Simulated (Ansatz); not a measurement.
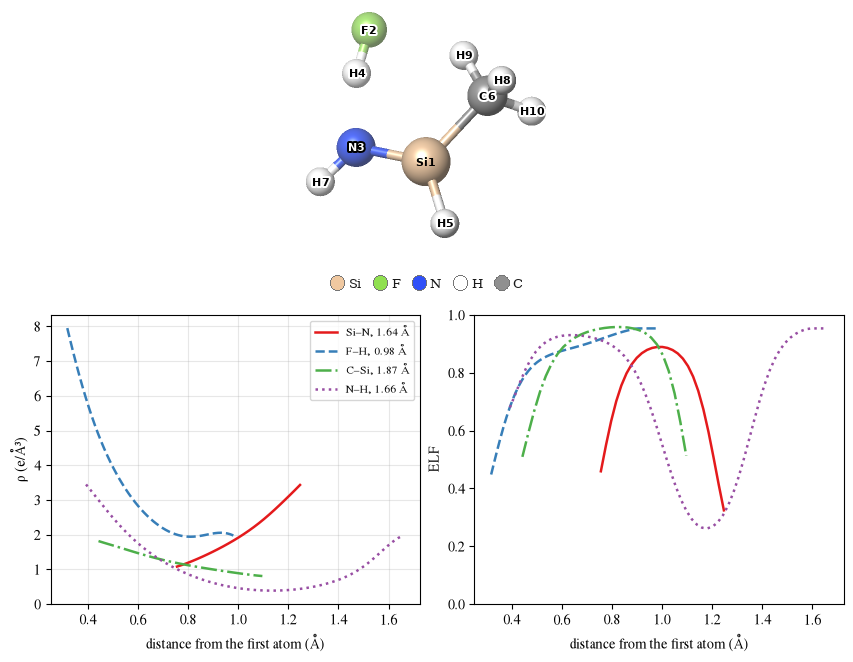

CH$_{5}$NSi···HF. Total electron density and ELF along straight lines between neighbouring atoms. The curves leave out the atomic cores. The structure is drawn too.

Computed with RKS BLYP/def2-SVP (Ansatz).

```
atom    x (Å)    y (Å)    z (Å)
  Si  -0.7214   0.7182   0.0976
   F   1.7529  -1.0748  -1.3394
   N  -0.0114   0.8530  -1.3692
   H   1.1522  -0.3186  -1.5121
   H  -1.8277   1.5979   0.6082
   C  -0.1085  -0.6350   1.2283
   H  -0.3043   1.5785  -2.0357
   H   0.2944  -0.2206   2.1753
   H   0.6927  -1.1512   0.6610
   H  -0.9191  -1.3472   1.4863
```

> What can be read from the curves?

Si–N (1.64 Å): the density is about 1.2 e/Å³ at the midpoint; the ELF peaks at about 0.90 between the atoms; a polar covalent bond.
F–H (0.98 Å): ρ at the midpoint is about 4.1 e/Å³; the ELF climbs to about 0.95 towards the hydrogen, as it does in any bond to H (an ordinary covalent bond to hydrogen).
C–Si (1.87 Å): ρ is about 0.96 e/Å³ halfway; the ELF peaks at about 0.95 between the atoms: a covalent bond.
N3···H4 (1.66 Å): the density falls to about 0.39 e/Å³ on the way; the ELF dips to about 0.25 between them: by its geometry a hydrogen bond between the two molecules, with no shared pair.
